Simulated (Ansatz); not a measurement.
# CH3BOZn: what the fields show

Input file:

```
crystal:
  periodic: [false, false, false]
  atoms:
    - {symbol: B, position_ang: [0.702666, -0.323284, -0.312640]}
    - {symbol: C, position_ang: [-0.692126, 0.184967, -0.601353]}
    - {symbol: O, position_ang: [0.581706, 0.970097, -0.597207]}
    - {symbol: Zn, position_ang: [0.402375, -0.425410, 2.965448]}
    - {symbol: H, position_ang: [1.581062, -1.085899, -0.095153]}
    - {symbol: H, position_ang: [-1.138708, 0.119979, -1.589654]}
    - {symbol: H, position_ang: [-1.375774, 0.491650, 0.184860]}
basis:
  gaussian: {orbitals: def2-TZVPP}
hamiltonian: {xc: pbe0, dispersion: d4}
output: {orbitals: {seedname: orbitals}}
```

Command:

```sh
ansatz run in.yaml --threads 2 --pin off --events-out ev --progress --plain --max-ram 4352MiB
```

Geometry: PBE0-D4/def2-TZVP; at this geometry the atoms fall into two loosely joined parts.

All numbers below come from RKS PBE0-D4/def2-TZVPP in Ansatz 0.2.0.

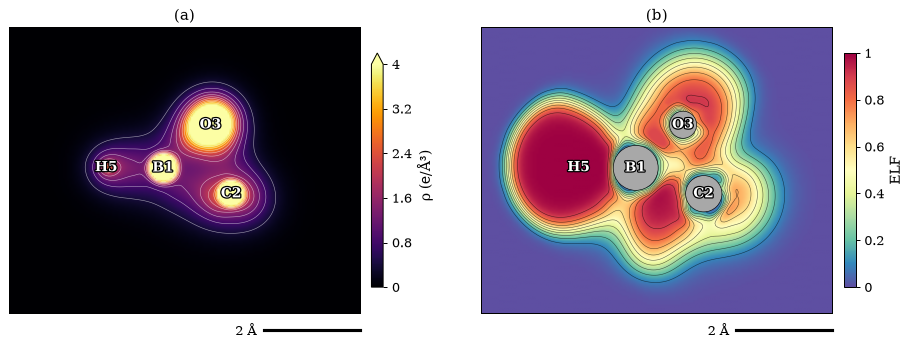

Figure 1. (a) total electron density; (b) electron localisation function on the plane of atoms B1, O3 and C2. Grey discs cover the atomic cores in the ELF map.

**What do the fields say about this system?**

Atoms in the plane: B, C, O and H. B–O (1.33 Å): ρ is about 2.2 e/Å³ halfway; the ELF peaks at about 0.90 between the atoms, as expected for a short, strongly polar bond. C–O (1.50 Å): ρ at the midpoint is about 1.7 e/Å³, with its minimum of 1.5 e/Å³ about 0.6 Å from C; the ELF peaks at about 0.80 between the atoms (a polar covalent bond). C–B (1.51 Å): ρ at the midpoint is about 1.4 e/Å³; the ELF peaks at about 0.85 between the atoms (localised, covalent bonding). B–H (1.18 Å): ρ at the midpoint is about 1.3 e/Å³; the ELF climbs to about 1 towards the hydrogen, as it does in any bond to H: a covalent bond by its length. The ELF also peaks beside O3, away from the bonds: lone-pair regions.

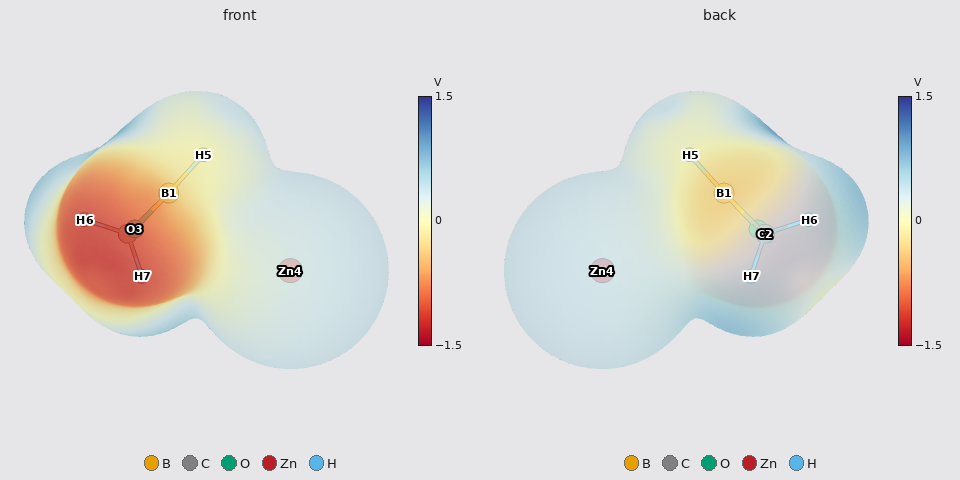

Figure 2. The molecular electrostatic potential painted on the density surface at 0.001 e/bohr³, seen from the front and from behind; red is negative and blue positive.

**Describe the electrostatic potential map.**

The most negative region (about −1.2 V, or −28 kcal/mol for a unit charge) lies over O3, the most positive (about +0.8 V, or +18 kcal/mol for a unit charge) over B1. O3 is the likeliest acceptor of a hydrogen bond.

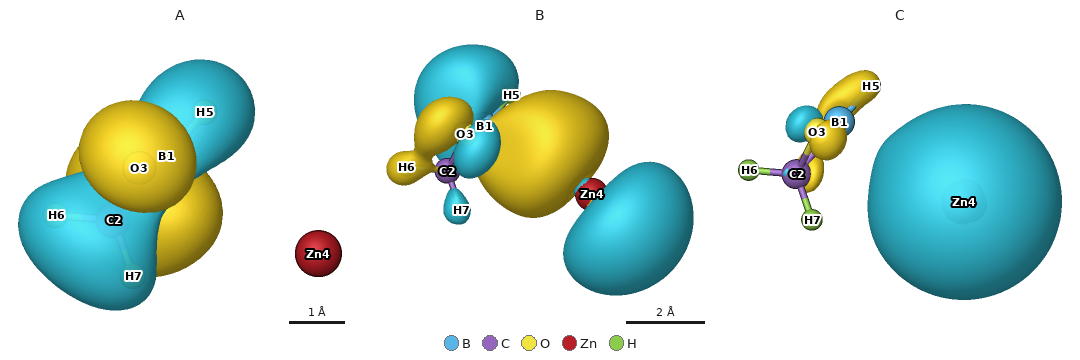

Figure 3. Three frontier orbitals at ±0.06 Å⁻³ᐟ² (yellow and cyan are the two phases), in no order.

**Which picture is the HOMO−1, the HOMO and the LUMO?**

A is the HOMO−1 (−8.25 eV). It lies mainly on C2 (about 40 %), O3 (about 25 %) and B1 (about 25 %). C is the HOMO (−6.68 eV). Its weight (Hirshfeld) is mainly on Zn4 (about 95 %). B is the LUMO (−1.12 eV). It lies mainly on Zn4 (about 50 %), B1 (about 30 %), O3 (about 10 %) and H5 (about 5 %).

**What is the HOMO–LUMO gap?**

5.56 eV between the orbital energies.
